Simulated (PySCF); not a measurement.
Run report: PH₃, geometry relaxation

The run: geometry relaxation of PH₃. Method and program: PBE0-D3(BJ)/def2-SVP geometry optimisation, gas phase (PySCF 2.14.0).

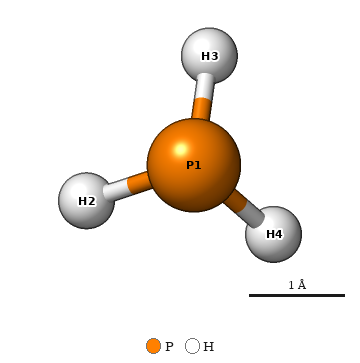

**Figure 1.** The starting structure (ball-and-stick view, seen on its broad side; atoms are numbered from 1 in the order of the input). Bond lengths as drawn: H–P 1.39 Å.

**Key numbers**

```json
{"quantity": "outcome", "value": "converged"}
{"quantity": "total energy", "value": "−342.897298 hartree"}
{"quantity": "dipole moment", "value": "0.91 D"}
{"quantity": "point group", "value": "C3v"}
{"quantity": "hardware", "value": "1 CPU thread, shared host"}
{"quantity": "wall time", "value": "1.4 s"}
{"quantity": "peak memory", "value": "0.24 GiB"}
```

**Input**
```
{"job": {"xc": "PBE0", "basis": "def2-SVP", "d3": "d3bj", "grid": 1, "kind": "geom"}, "charge": 0, "multiplicity": 1}
P     -0.005310     0.004400     0.564950
H     -0.453020     1.062080    -0.213780
H      1.154130    -0.127620    -0.184520
H     -0.675330    -0.929310    -0.212370
```

The first line tells a small driver script what to run in PySCF; the rest is the geometry in Å.

**What the program printed**
```
step   0  E = -342.89509013  max force = 0.027268
step   1  E = -342.89728149  max force = 0.001082
step   2  E = -342.89729811  max force = 0.000083
step   3  E = -342.89729830  max force = 0.000017
optimisation converged
```

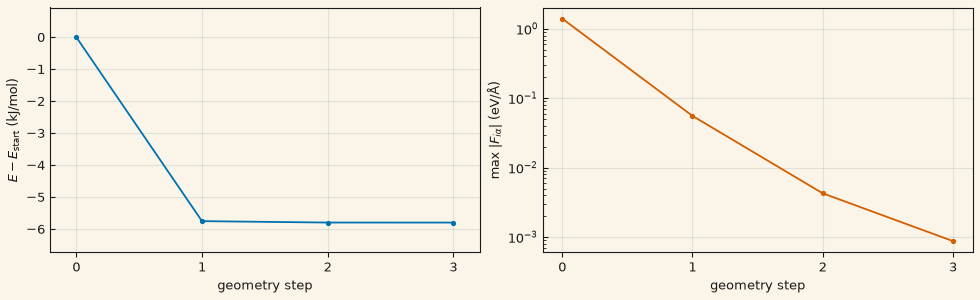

**Figure 2.** Progress of the relaxation, step by step (steps are counted from 0).

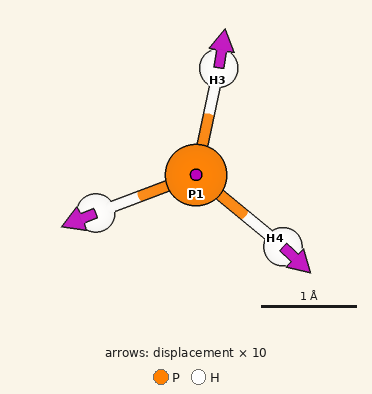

**Figure 3.** The starting structure with the displacements as pink arrows, magnified 10 times (ball-and-stick view, seen on its broad side). The two geometries are laid on each other by the best rigid fit. The atom that moves furthest after the best rigid fit is H3 (0.043 Å). Largest moves by element: H 0.043 Å, P 0.009 Å. Among the contacts that change: P1–H2 1.388 → 1.429 Å. The energy falls by 5.80 kJ/mol in 3 geometry steps. Largest force component: 1.4 eV/Å at the start, 0.00087 eV/Å at the end. (Atoms are counted from 1 in the order of the input.)
